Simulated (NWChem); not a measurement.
# One shape, several levels: HSe (SMILES [SeH])

We compute a comparison of 5 runs (UHF/3-21G, UB3LYP/6-31G*, UCAM-B3LYP/cc-pVTZ, UM06-2X/cc-pVTZ) of HSe. 

Program for the calculation: NWChem 7.3.0.

19 further runs of the same task are left out: 19 set aside as unsound or not needed.

### Step 1. The system as given

The species is HSe (2 atoms), meant as a doublet with charge 0. As SMILES, `[SeH]`. The Se1–H2 distance was set to 1.692 Å, away from the relaxed value.

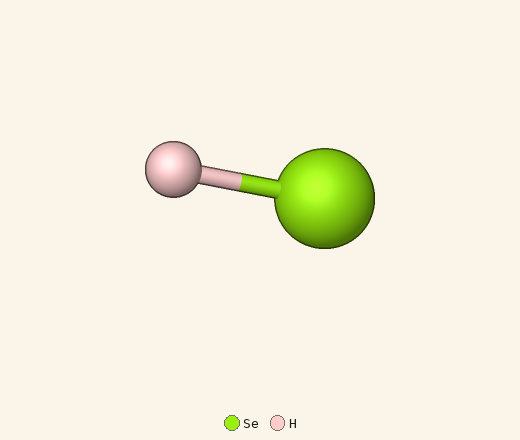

Viewed from a chosen angle; selenium green, hydrogen pink.

### Step 2. The energy at UHF/3-21G (run 1)

hse.nw reads:

```
start hse
memory stack 880 mb heap 220 mb global 1100 mb
charge 0
geometry units angstrom noautosym nocenter noautoz
  Se   -0.812122    0.293414   -0.410676
  H     0.624700   -0.225700    0.315900
end
basis spherical bse
  * library 3-21G
end
scf
  doublet
  uhf
  thresh 1e-08
  maxiter 80
  noprint "final vectors analysis"
end
task scf energy
```

Started as:

```
nwchem hse.nw > hse.out
```

The program printed:

```text
[...]
  functions       =    24
[...]
  wavefunction    = UHF
[...]
         Total SCF energy =  -2389.022516745446
      One electron energy =  -3352.838528197512
      Two electron energy =    953.180541460468
 Nuclear repulsion energy =     10.635469991599
                       Sz =      0.5000
                 Sz(Sz+1) =      0.7500
                      S^2 =      0.7681
[...]
```

It took 1.1 s on 1 thread of AMD EPYC 9R45 (Zen 5), shared host; peak memory 0.099 GiB.

### Step 3. A single-point energy at UB3LYP/6-31G(d) (spherical functions) (run 2)

run.py reads:

```python
from ase import Atoms
from ase.calculators.nwchem import NWChem

atoms = Atoms('SeH', positions=[
    [-0.812122, 0.293414, -0.410676],
    [0.624700, -0.225700, 0.315900],
])

calc = NWChem(
    label='test',
    theory='dft',
    memory='2200 mb',
    basis='6-31G*',
    basispar='spherical bse',
    dft={'xc': 'b3lyp', 'mult': '2', 'grid': 'xfine', 'convergence': 'energy 1e-08', 'iterations': '100', 'mulliken': None},
    task='energy',
)
atoms.calc = calc

print(f"energy = {atoms.get_potential_energy():.6f} eV")
```

Started as:

```
export ASE_NWCHEM_COMMAND="nwchem PREFIX.nwi > PREFIX.nwo"
python run.py
```

The program printed:

```text
energy = -65357.348663 eV
```

The calculator wrote test.nwi:

```
title "test"

permanent_dir test

scratch_dir test

start test

geometry units angstrom nocenter noautosym noautoz
  Se -8.1212200000000001e-01 2.9341400000000001e-01 -4.1067599999999999e-01
  H  6.2470000000000003e-01 -2.2570000000000001e-01 3.1590000000000001e-01
end

memory 2200 mb

basis spherical bse noprint
   * library 6-31G*
end

dft
  xc b3lyp
  mult 2
  grid xfine
  convergence energy 1e-08
  iterations 100
  mulliken
end

task dft energy
```

test.nwo:

```text
Northwest Computational Chemistry Package (NWChem) 7.3.0
             --------------------------------------------------------

           Job information
           ---------------

    nwchem branch   = 7.3.0
    use scalapack   = T
    input           = test.nwi
    prefix          = test.
    data base       = test/test.db
    status          = startup
    nproc           =        1

           Memory information
           ------------------

    heap     =     72089596 doubles =      550.0 Mbytes
    stack    =     72089601 doubles =      550.0 Mbytes
    global   =    144179200 doubles =     1100.0 Mbytes (distinct from heap & stack)
    total    =    288358397 doubles =     2200.0 Mbytes
    verify   = yes
    hardfail = no

           Directory information
           ---------------------

  0 permanent = test
  0 scratch   = test

                                NWChem Input Module
                                -------------------

                                       test
                                       ----

[... 21 lines left out ...]
            Nuclear Dipole moment (a.u.)
[... 28 lines left out ...]
  convergence criterion.
[... 16 lines left out ...]
          Convergence on density requested:  1.00D-05
[... 22 lines left out ...]
          Spatial weights used:  Erf1
[... 3 lines left out ...]
          Convergence aids based upon iterative change in
[... 83 lines left out ...]
         Total DFT energy =    -2401.838282120549
[... 1 line left out ...]
           Coulomb energy =     1038.806038158213
[... 1 line left out ...]
 Nuclear repulsion energy =       10.635469991599
[... 253 lines left out ...]
                     DFT Final Beta Molecular Orbital Analysis
[... 291 lines left out ...]
   alpha     21     22     23     24     25     26     27     28     29     30
    beta     23     21     22     25     27     26     24     28     29     30
 overlap   0.998  0.999  1.000  1.000  0.984  1.000  1.000  0.985  0.999  1.000

   alpha     31     32     33     34
    beta     33     32     31     34
 overlap   0.998  1.000  1.000  0.998

     --------------------------
     Expectation value of S2:
     --------------------------
      <S2> =      0.7527 (Exact =     0.7500)

 center of mass
 --------------
 x =  -1.50045085 y =   0.54210240 z =  -0.75875195

 moments of inertia (a.u.)
 ------------------
           2.833633329954           2.650558982343          -3.709845126803
           2.650558982343           9.212314867757           1.340341770348
          -3.709845126803           1.340341770348           8.293939343655

     Multipole analysis of the density
     ---------------------------------

     L   x y z        total         alpha         beta         nuclear
     -   - - -        -----         -----         ----         -------
     0   0 0 0     -0.000000    -18.000000    -17.000000     35.000000

     1   1 0 0      0.179741     26.381896     24.796727    -50.998882
[... 8 lines of this table left out ...]
     2   0 0 2    -14.803718    -19.041104    -16.596401     20.833786

 Task  times  cpu:        3.5s     wall:        3.5s
 Total times  cpu:        3.5s     wall:        3.5s
```

It took 4.5 s on 1 thread of AMD EPYC 9R45 (Zen 5), shared host; peak memory 0.11 GiB.

Runs 3 to 4 aren't shown in full; the table further down has their settings and results.

### Step 4. A single-point energy at UM06-2X/cc-pVTZ (run 5)

run.py reads:

```python
from ase import Atoms
from ase.calculators.nwchem import NWChem

mol = Atoms(['Se', 'H'], positions=[
    [-0.812122, 0.293414, -0.410676],
    [0.624700, -0.225700, 0.315900],
])

calc = NWChem(
    label='test',
    theory='dft',
    memory='2200 mb',
    basis='cc-pVTZ',
    basispar='spherical bse',
    dft={'xc': 'm06-2x', 'mult': '2', 'grid': 'xfine', 'convergence': 'energy 1e-08', 'iterations': '100', 'mulliken': None},
    task='energy',
)
mol.calc = calc

print(f"energy = {mol.get_potential_energy():.6f} eV")
```

Started as:

```
export ASE_NWCHEM_COMMAND="nwchem PREFIX.nwi > PREFIX.nwo"
python run.py
```

The program printed:

```text
energy = -65366.361225 eV
```

The calculator wrote test.nwi:

```
title "test"

permanent_dir test

scratch_dir test

start test

geometry units angstrom nocenter noautosym noautoz
  Se -8.1212200000000001e-01 2.9341400000000001e-01 -4.1067599999999999e-01
  H  6.2470000000000003e-01 -2.2570000000000001e-01 3.1590000000000001e-01
end

memory 2200 mb

basis spherical bse noprint
   * library cc-pVTZ
end

dft
  xc m06-2x
  mult 2
  grid xfine
  convergence energy 1e-08
  iterations 100
  mulliken
end

task dft energy
```

test.nwo:

```text
Northwest Computational Chemistry Package (NWChem) 7.3.0
             --------------------------------------------------------

           Job information
           ---------------

    nwchem branch   = 7.3.0
    use scalapack   = T
    input           = test.nwi
    prefix          = test.
    data base       = test/test.db
    status          = startup
    nproc           =        1

           Memory information
           ------------------

    heap     =     72089596 doubles =      550.0 Mbytes
    stack    =     72089601 doubles =      550.0 Mbytes
    global   =    144179200 doubles =     1100.0 Mbytes (distinct from heap & stack)
    total    =    288358397 doubles =     2200.0 Mbytes
    verify   = yes
    hardfail = no

           Directory information
           ---------------------

  0 permanent = test
  0 scratch   = test

                                NWChem Input Module
                                -------------------

                                       test
                                       ----

[... 21 lines left out ...]
            Nuclear Dipole moment (a.u.)
[... 28 lines left out ...]
  convergence criterion.
[... 16 lines left out ...]
          Convergence on density requested:  1.00D-05
[... 20 lines left out ...]
          Spatial weights used:  Erf1
[... 3 lines left out ...]
          Convergence aids based upon iterative change in
[... 76 lines left out ...]
         Total DFT energy =    -2402.169487670240
[... 1 line left out ...]
           Coulomb energy =     1039.787231960382
[... 1 line left out ...]
 Nuclear repulsion energy =       10.635469991599
[... 430 lines left out ...]
                     DFT Final Beta Molecular Orbital Analysis
[... 474 lines left out ...]
   alpha     41     42     43     44     45     46     47     48     49     50
    beta     40     42     41     44     45     46     47     48     49     51
 overlap   0.988  1.000  0.993  0.996  0.993  0.996  0.999  1.000  1.000  1.000

   alpha     51     52     53     54     55     56     57
    beta     50     53     52     54     55     56     57
 overlap   1.000  1.000  1.000  1.000  1.000  1.000  1.000

     --------------------------
     Expectation value of S2:
     --------------------------
      <S2> =      0.7559 (Exact =     0.7500)

 center of mass
 --------------
 x =  -1.50045085 y =   0.54210240 z =  -0.75875195

 moments of inertia (a.u.)
 ------------------
           2.833633329954           2.650558982343          -3.709845126803
           2.650558982343           9.212314867757           1.340341770348
          -3.709845126803           1.340341770348           8.293939343655

     Multipole analysis of the density
     ---------------------------------

     L   x y z        total         alpha         beta         nuclear
     -   - - -        -----         -----         ----         -------
     0   0 0 0     -0.000000    -18.000000    -17.000000     35.000000

     1   1 0 0      0.175021     26.369297     24.804606    -50.998882
[... 8 lines of this table left out ...]
     2   0 0 2    -15.631504    -19.011731    -17.453560     20.833786

 Task  times  cpu:       48.1s     wall:       48.1s
 Total times  cpu:       48.1s     wall:       48.1s
```

It took 49 s on 1 thread of AMD EPYC 9R45 (Zen 5), shared host; peak memory 0.13 GiB.

### Step 5. The series

| run | level | iteration cap | module | energy (Eh) | dipole moment (D) | ⟨S²⟩ | wall time |
| --- | --- | --- | --- | --- | --- | --- | --- |
| 1 | UHF/3-21G | 80 | scf | -2389.022517 | 0.58 | 0.768 | 1.1 s |
| 2 | UB3LYP/6-31G* (spherical functions) | 100 | dft | -2401.838282 | 0.54 | 0.753 | 4.5 s |
| 3 | UB3LYP/6-31G* (Cartesian functions) | 100 | dft | -2401.846034 | 0.54 | 0.753 | 4.2 s |
| 4 | UCAM-B3LYP/cc-pVTZ | 100 | dft | -2402.270061 | 0.47 | 0.754 | 51 s |
| 5 | UM06-2X/cc-pVTZ | 100 | dft | -2402.169488 | 0.52 | 0.756 | 49 s |

### Step 6. Results

| quantity | value |
| --- | --- |
| run 5: total energy | -2402.16949 Eh |
| run 5: dipole moment | 0.52 D |
| run 5: HOMO energy (highest over α and β) | -8.07 eV |
| run 5: LUMO energy (lowest over α and β) | -3.36 eV |
| run 5: ⟨S²⟩ | 0.756 |

**Reading.** The dipole moment (its size) runs from 0.47 D (UCAM-B3LYP/cc-pVTZ) to 0.58 D (UHF/3-21G). The two ends differ in method and basis. Totals of different functionals can't be ranked against each other. All runs together took 1.8 min, the longest 51 s.
